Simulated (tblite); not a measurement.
## Run report: C₆H₉FOSi, geometry relaxation

C₆H₉FOSi, SMILES CC#C[Si@@]1(F)CCCO1, computed with GFN2-xTB geometry optimisation, gas phase (tblite 0.8.0).

It belongs to a series of runs on one base structure; here: constitutional isomer.

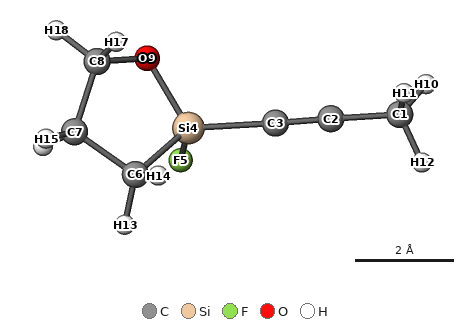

**Figure 1.** The input geometry (ball-and-stick view, seen at a tilt; atoms are numbered from 1 in the order of the input). Bond lengths as drawn: C–C 1.19 to 1.53 Å, C–H 1.08 to 1.11 Å, C–O 1.44 Å, C–Si 1.86 to 1.89 Å, F–Si 1.62 Å and O–Si 1.67 Å.

## The input
```
{"job": {"kind": "relax", "xc": "GFN2-xTB", "basis": "xTB"}, "charge": 0, "multiplicity": 1}
C      4.030700     0.316300    -0.776200
C      2.644900    -0.069100    -0.462600
C      1.533500    -0.406300    -0.186900
Si    -0.216400    -0.903900     0.203100
F     -0.247400    -2.267300     1.069600
C     -1.224100     0.400100     1.120200
C     -2.576100     0.278600     0.408600
C     -2.284200    -0.088400    -1.050700
O     -1.236000    -1.081200    -1.109800
H      4.514400    -0.455300    -1.364700
H      4.032200     1.248100    -1.352100
H      4.602700     0.471800     0.138100
H     -1.306800     0.221200     2.207600
H     -0.787300     1.393300     0.951000
H     -3.173500     1.199900     0.498100
H     -3.157300    -0.533400     0.890500
H     -1.972100     0.791800    -1.623100
H     -3.186000    -0.510000    -1.534700
```

The first line tells a small driver script what to run in tblite; the rest is the geometry in Å.

Machine: 1 CPU thread, shared host.

Launched with:
```bash
OMP_NUM_THREADS=1 python <driver script> task.json out
```

## The program's output
```
step      E/eV     max force
  0    -761.87853    2.110
  1    -761.85789    4.276
  2    -761.95419    0.417
  3    -761.96649    0.289
  4    -761.98036    0.361
  5    -761.98567    0.210
  6    -761.99274    0.206
  7    -761.99965    0.310
  8    -762.00503    0.272
  9    -762.00751    0.112
 10    -762.00882    0.092
 11    -762.00993    0.118
 12    -762.01092    0.099
 13    -762.01155    0.052
 14    -762.01196    0.058
 15    -762.01231    0.073
 16    -762.01269    0.065
 17    -762.01302    0.038
 18    -762.01324    0.050
 19    -762.01340    0.045
 20    -762.01356    0.031
 21    -762.01369    0.026
 22    -762.01377    0.020
 23    -762.01381    0.018
 24    -762.01385    0.016
 25    -762.01391    0.023
 26    -762.01399    0.023
 27    -762.01408    0.024
 28    -762.01419    0.023
 29    -762.01428    0.025
 30    -762.01437    0.024
 31    -762.01445    0.020
 32    -762.01452    0.018
 33    -762.01457    0.018
 34    -762.01460    0.018
 35    -762.01464    0.017
 36    -762.01468    0.018
 37    -762.01473    0.017
 38    -762.01478    0.014
 39    -762.01481    0.015
 40    -762.01484    0.014
 41    -762.01487    0.013
 42    -762.01490    0.011
 43    -762.01492    0.013
 44    -762.01494    0.013
 45    -762.01496    0.015
 46    -762.01499    0.016
 47    -762.01502    0.011
 48    -762.01504    0.012
 49    -762.01505    0.012
 50    -762.01506    0.012
 51    -762.01508    0.010
 52    -762.01510    0.009
```

## Trajectory as extended XYZ (Å, eV, eV/Å), 6 of the 53 frames kept, from step=0 to step=52
```
18
Properties=species:S:1:pos:R:3:forces:R:3 step=0 energy=-761.87853
C     4.0307    0.3163   -0.7762   -0.7630   0.1330   0.1190
C     2.6449   -0.0691   -0.4626    2.0110   0.4850  -0.4140
C     1.5335   -0.4063   -0.1869   -1.6010  -0.5350   0.2370
Si   -0.2164   -0.9039    0.2031    0.0510  -0.1400  -0.7050
F    -0.2474   -2.2673    1.0696    0.1130  -0.1100  -0.1550
C    -1.2241    0.4001    1.1202    0.0440   0.1410   0.2490
C    -2.5761    0.2786    0.4086   -0.2490  -0.0180   0.4120
C    -2.2842   -0.0884   -1.0507   -0.1590  -0.5970  -0.1200
O    -1.2360   -1.0812   -1.1098   -0.0340   0.9370   1.0300
H     4.5144   -0.4553   -1.3647   -0.0380  -0.1460  -0.0560
H     4.0322    1.2481   -1.3521   -0.0560  -0.1570   0.1040
H     4.6027    0.4718    0.1381   -0.1180  -0.0350   0.0220
H    -1.3068    0.2212    2.2076    0.0050   0.2410  -0.5740
H    -0.7873    1.3933    0.9510   -0.2240  -0.1850   0.2110
H    -3.1735    1.1999    0.4981    0.1860  -0.2660  -0.2170
H    -3.1573   -0.5334    0.8905    0.2840   0.2900  -0.3390
H    -1.9721    0.7918   -1.6231    0.1020  -0.0720   0.0740
H    -3.1860   -0.5100   -1.5347    0.4470   0.0340   0.1230
18
Properties=species:S:1:pos:R:3:forces:R:3 step=10 energy=-762.00882
C     4.0042    0.3121   -0.7712   -0.0380  -0.0190   0.0010
C     2.6510   -0.0854   -0.4638    0.0150   0.0120  -0.0350
C     1.5201   -0.4339   -0.2399   -0.0740   0.0060   0.0550
Si   -0.2010   -0.8904    0.2138   -0.0010  -0.0010   0.0030
F    -0.1936   -2.3074    0.9914    0.0500  -0.0060  -0.0310
C    -1.2251    0.4243    1.1268    0.0190  -0.0390   0.0150
C    -2.5766    0.2887    0.4181    0.0340  -0.0040  -0.0070
C    -2.2727   -0.0953   -1.0335   -0.0250   0.0200   0.0200
O    -1.2189   -1.0331   -1.0514    0.0110   0.0400  -0.0230
H     4.4838   -0.4686   -1.3607    0.0420   0.0250   0.0070
H     3.9977    1.2403   -1.3427    0.0100  -0.0230   0.0100
H     4.5644    0.4638    0.1513   -0.0010  -0.0110  -0.0260
H    -1.3164    0.2558    2.1962   -0.0340   0.0610   0.0240
H    -0.8153    1.4241    0.9810   -0.0220  -0.0380   0.0160
H    -3.1706    1.2029    0.4637   -0.0020  -0.0600  -0.0060
H    -3.1413   -0.5287    0.8725   -0.0010   0.0700   0.0200
H    -1.9656    0.7923   -1.6003    0.0020  -0.0570  -0.0290
H    -3.1331   -0.5554   -1.5253    0.0150   0.0260  -0.0140
18
Properties=species:S:1:pos:R:3:forces:R:3 step=21 energy=-762.01369
C     4.0012    0.3063   -0.7764   -0.0120  -0.0010   0.0030
C     2.6468   -0.0905   -0.4748    0.0080   0.0140   0.0010
C     1.5150   -0.4160   -0.2223   -0.0160  -0.0010   0.0050
Si   -0.2020   -0.8911    0.2244    0.0060   0.0030   0.0060
F    -0.1604   -2.3261    0.9660    0.0040   0.0060  -0.0090
C    -1.2315    0.4208    1.1371    0.0240  -0.0100   0.0030
C    -2.5767    0.2909    0.4171    0.0030   0.0070   0.0210
C    -2.2704   -0.0951   -1.0325   -0.0040  -0.0020   0.0010
O    -1.2107   -1.0248   -1.0490    0.0060  -0.0150   0.0010
H     4.4948   -0.4674   -1.3634   -0.0050   0.0030   0.0030
H     3.9970    1.2365   -1.3442    0.0100  -0.0100   0.0020
H     4.5532    0.4565    0.1511    0.0110   0.0010  -0.0140
H    -1.3381    0.2756    2.2091   -0.0050  -0.0030  -0.0140
H    -0.8130    1.4155    0.9832   -0.0130  -0.0040   0.0070
H    -3.1703    1.2037    0.4578   -0.0060   0.0140  -0.0050
H    -3.1480   -0.5174    0.8767   -0.0180   0.0010  -0.0070
H    -1.9671    0.7863   -1.6087    0.0080   0.0110  -0.0030
H    -3.1286   -0.5575   -1.5252   -0.0020  -0.0120  -0.0010
18
Properties=species:S:1:pos:R:3:forces:R:3 step=31 energy=-762.01445
C     4.0033    0.3067   -0.7788   -0.0080  -0.0050   0.0020
C     2.6467   -0.0774   -0.4693   -0.0100  -0.0040   0.0030
C     1.5144   -0.4012   -0.2148    0.0080   0.0070  -0.0040
Si   -0.2009   -0.8900    0.2277    0.0140   0.0020  -0.0040
F    -0.1444   -2.3312    0.9554    0.0010   0.0120   0.0020
C    -1.2375    0.4155    1.1413    0.0160  -0.0040   0.0080
C    -2.5807    0.2940    0.4159    0.0060   0.0040   0.0070
C    -2.2699   -0.0982   -1.0314    0.0100  -0.0080  -0.0070
O    -1.2115   -1.0297   -1.0435    0.0080  -0.0080   0.0090
H     4.4851   -0.4752   -1.3651   -0.0060   0.0060   0.0000
H     4.0070    1.2343   -1.3509    0.0010  -0.0100   0.0030
H     4.5649    0.4545    0.1434   -0.0050   0.0020  -0.0070
H    -1.3466    0.2662    2.2119   -0.0150  -0.0120   0.0060
H    -0.8199    1.4112    0.9942    0.0050   0.0030   0.0050
H    -3.1636    1.2141    0.4507   -0.0090   0.0110  -0.0110
H    -3.1670   -0.5048    0.8729    0.0040  -0.0090   0.0070
H    -1.9620    0.7807   -1.6089   -0.0070   0.0100  -0.0100
H    -3.1260   -0.5634   -1.5246   -0.0110   0.0030  -0.0100
18
Properties=species:S:1:pos:R:3:forces:R:3 step=42 energy=-762.01490
C     4.0032    0.3057   -0.7817   -0.0030  -0.0020  -0.0010
C     2.6458   -0.0699   -0.4666    0.0000  -0.0020  -0.0050
C     1.5119   -0.3878   -0.2126    0.0090  -0.0010  -0.0010
Si   -0.1997   -0.8863    0.2304    0.0080   0.0000  -0.0040
F    -0.1316   -2.3270    0.9572   -0.0030   0.0000   0.0050
C    -1.2409    0.4124    1.1471   -0.0060   0.0010   0.0030
C    -2.5802    0.2981    0.4124   -0.0040  -0.0030  -0.0050
C    -2.2676   -0.1007   -1.0335    0.0060   0.0020   0.0000
O    -1.2101   -1.0333   -1.0399    0.0010   0.0020   0.0050
H     4.4761   -0.4815   -1.3681    0.0010   0.0070   0.0010
H     4.0107    1.2312   -1.3568    0.0010  -0.0060   0.0030
H     4.5701    0.4524    0.1373   -0.0070   0.0000  -0.0060
H    -1.3614    0.2494    2.2144    0.0000  -0.0050   0.0100
H    -0.8202    1.4090    1.0169   -0.0020   0.0050  -0.0020
H    -3.1597    1.2210    0.4393    0.0020   0.0010   0.0040
H    -3.1711   -0.4969    0.8702   -0.0080  -0.0010  -0.0030
H    -1.9593    0.7766   -1.6140   -0.0010  -0.0030  -0.0050
H    -3.1246   -0.5662   -1.5261    0.0070   0.0050   0.0010
18
Properties=species:S:1:pos:R:3:forces:R:3 step=52 energy=-762.01510
C     4.0033    0.3048   -0.7864   -0.0020   0.0010  -0.0010
C     2.6456   -0.0699   -0.4712    0.0090   0.0010  -0.0020
C     1.5125   -0.3858   -0.2116    0.0050   0.0000   0.0010
Si   -0.1983   -0.8834    0.2351    0.0050  -0.0020  -0.0030
F    -0.1289   -2.3222    0.9653   -0.0020  -0.0060   0.0040
C    -1.2453    0.4098    1.1527   -0.0070   0.0040  -0.0020
C    -2.5810    0.2998    0.4102   -0.0040  -0.0020  -0.0050
C    -2.2635   -0.1003   -1.0348   -0.0010   0.0010   0.0050
O    -1.2062   -1.0328   -1.0366    0.0000   0.0010  -0.0040
H     4.4771   -0.4820   -1.3727   -0.0030   0.0050   0.0050
H     4.0121    1.2305   -1.3612   -0.0030  -0.0050   0.0020
H     4.5686    0.4516    0.1337   -0.0020  -0.0020  -0.0090
H    -1.3701    0.2385    2.2186   -0.0040  -0.0010   0.0020
H    -0.8262    1.4081    1.0317    0.0040   0.0030   0.0000
H    -3.1565    1.2253    0.4356    0.0000  -0.0040  -0.0010
H    -3.1782   -0.4933    0.8636   -0.0010   0.0030   0.0000
H    -1.9545    0.7752   -1.6179   -0.0010  -0.0050   0.0080
H    -3.1194   -0.5675   -1.5281    0.0070   0.0060   0.0000
```

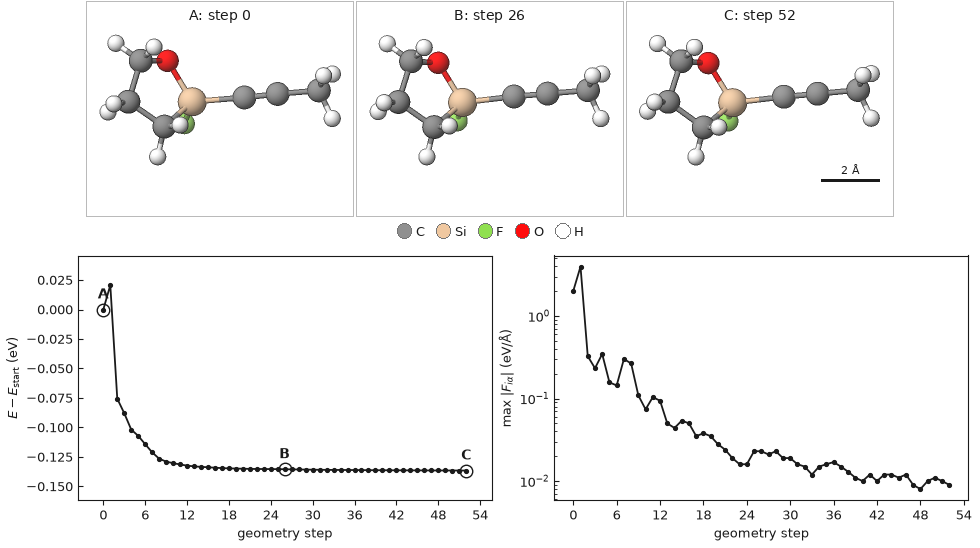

**Figure 2.** Frames of the relaxation (ball-and-stick view, seen on its broad side) above the curves, on which the letters mark them (steps are counted from 0).

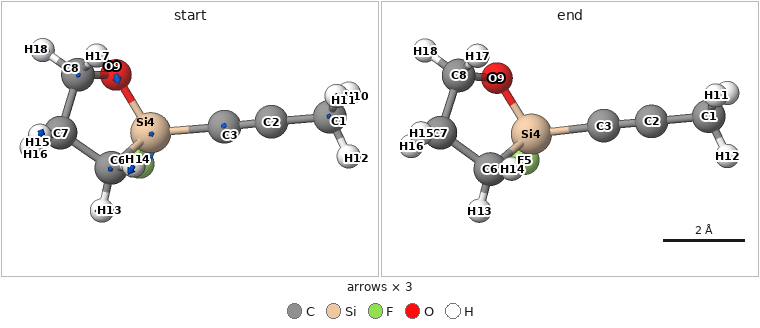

**Figure 3.** Before (left) and after (right) the relaxation, at one scale (ball-and-stick view, seen on its broad side). The blue arrows give the displacements, magnified 3 times. After 52 geometry steps the energy has fallen by 0.137 eV. The largest force component goes from 2 to 0.009 eV/Å. The atom that moves furthest after the best rigid fit is F5 (0.17 Å). By element the largest moves are F 0.17 Å, O 0.09 Å, H 0.09 Å, Si 0.04 Å, C 0.04 Å. Distances before and after: Si4–O9 1.672 → 1.630 Å, C8–O9 1.445 → 1.410 Å, C1–C2 1.472 → 1.443 Å, C3–Si4 1.861 → 1.837 Å. Among the angles that change: F5–Si4–C6 108.2° → 114.3°, Si4–O9–C8 109.7° → 113.7°, C3–Si4–F5 110.9° → 108.1°. (Atoms are counted from 1 in the order of the input.)

## Key numbers

```csv
quantity,value
outcome,converged
total energy,−762.0151 eV
wall time,1.1 s
peak memory,0.18 GiB
```
